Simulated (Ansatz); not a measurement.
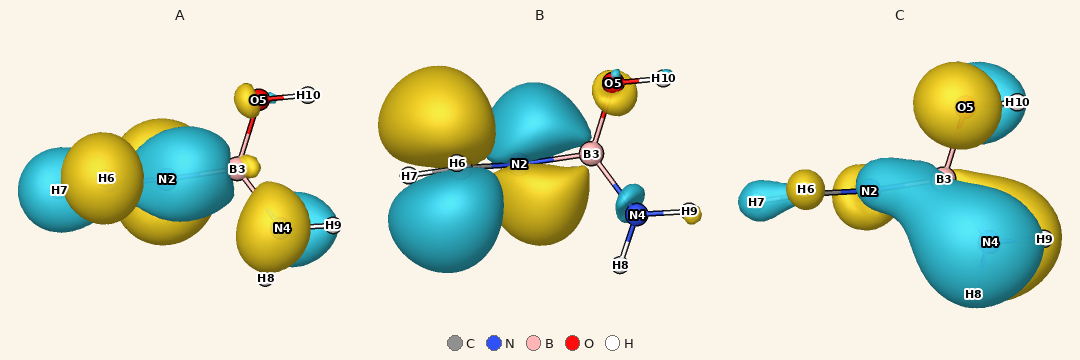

Figure 1: CH5BN2O. Three frontier orbitals at ±0.1 Å⁻³ᐟ² (yellow and cyan are the two phases), in no order.

Geometry: PBE0-D4/def2-TZVP.

These are results of RKS PBE0-D4/def2-TZVPP in Ansatz 0.2.0, not measurements.

```yaml
atoms:
  - { symbol: C, position_ang: [-0.9976, 1.3261, -0.9845] }
  - { symbol: N, position_ang: [-0.2841, 0.2984, -1.0329] }
  - { symbol: B, position_ang: [0.4993, -0.2827, 0.0362] }
  - { symbol: N, position_ang: [-0.0372, -1.3538, 0.7838] }
  - { symbol: O, position_ang: [1.7637, 0.2184, 0.2268] }
  - { symbol: H, position_ang: [-1.1340, 1.9401, -0.0810] }
  - { symbol: H, position_ang: [-1.5351, 1.6718, -1.8745] }
  - { symbol: H, position_ang: [-0.9431, -1.7336, 0.5778] }
  - { symbol: H, position_ang: [0.4739, -1.8749, 1.4727] }
  - { symbol: H, position_ang: [2.2774, -0.2609, 0.8785] }
```

Question: Which picture is the HOMO−1, the HOMO and the LUMO?

Answer: C is the HOMO−1 (−7.94 eV). It lies mainly on N4 (about 50 %), O5 (about 20 %) and B3 (about 10 %); largely a combination of lone pairs on N4 and O5. A is the HOMO (−6.85 eV). Its weight (Hirshfeld) is mainly on N2 (about 55 %), C1 (about 10 %), N4 (about 10 %), B3 (about 10 %) and H6 (about 5 %). B is the LUMO (−0.38 eV). Its weight (Hirshfeld) is mainly on C1 (about 45 %), N2 (about 30 %), H7 (about 5 %) and H6 (about 5 %); π-antibonding (π*) across C1–N2.

Question: What is the HOMO–LUMO gap?

Answer: 6.47 eV between the orbital energies.
